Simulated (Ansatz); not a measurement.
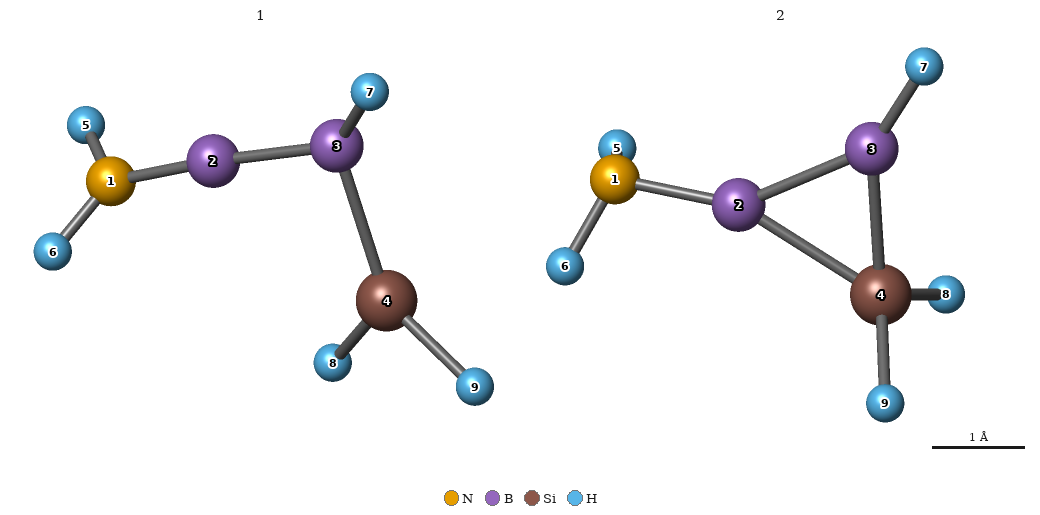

Two geometries of B2SiNH5, drawn at one scale. One is the start of a relaxation, the other its converged end. Style: ball-and-stick. Shown at a tilt.

These are results of RKS r2SCANh/def2-SVP in Ansatz, not measurements. Set-up: no spin polarisation; force threshold 0.015 eV/Å; at most 40 steps.

> Which one is relaxed?

Structure 1 is the relaxed one. The run prepares an end point of a later path (inversion) calculation, from a guessed geometry. Over 17 accepted moves (20 points after the start) the energy falls by 307.9 kJ/mol. The largest force component goes from 5.3 to 0.012 eV/Å. The line search rejected the trial steps at points 8, 11, 15 of the run. The largest move after the best rigid fit is that of H8, 1.29 Å. By element the largest moves are H 1.29 Å, B 0.49 Å, N 0.37 Å, Si 0.33 Å. Some distances before and after: B2–Si4 1.845 → 2.447 Å, B2–B3 1.755 → 1.558 Å, B3–Si4 1.772 → 1.871 Å, N1–B2 1.462 → 1.369 Å. Bonds break: B2–Si4 (1.84 → 2.45 Å). Bond angles that change, for instance: B2–B3–Si4 63.1° → 90.6°, N1–B2–B3 147.3° → 174.4°, Si4–B3–H7 147.7° → 127.3°.
